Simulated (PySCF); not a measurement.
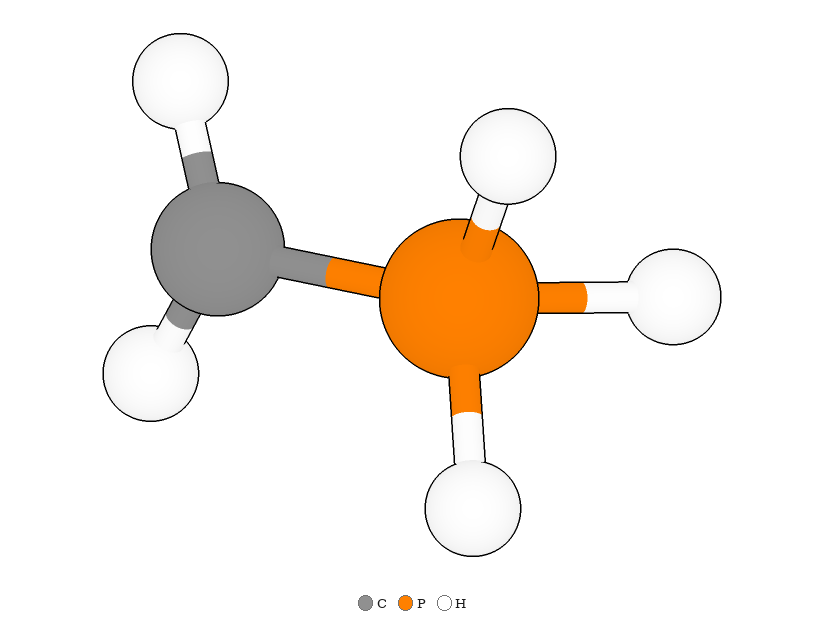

(Drawn from a calculation with PySCF.)

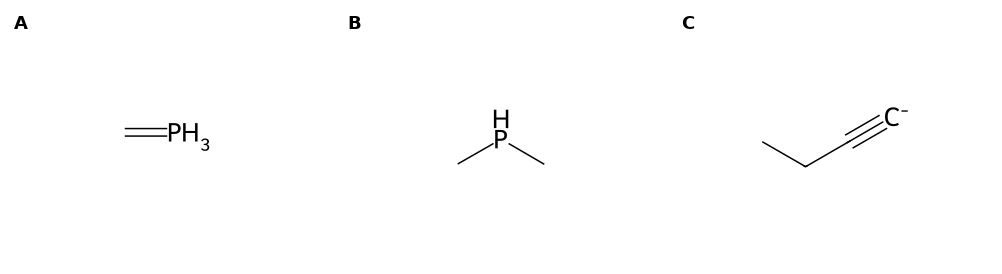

**The first picture shows one of the molecules drawn in the second. Which?**

A, `C=[PH3]`.
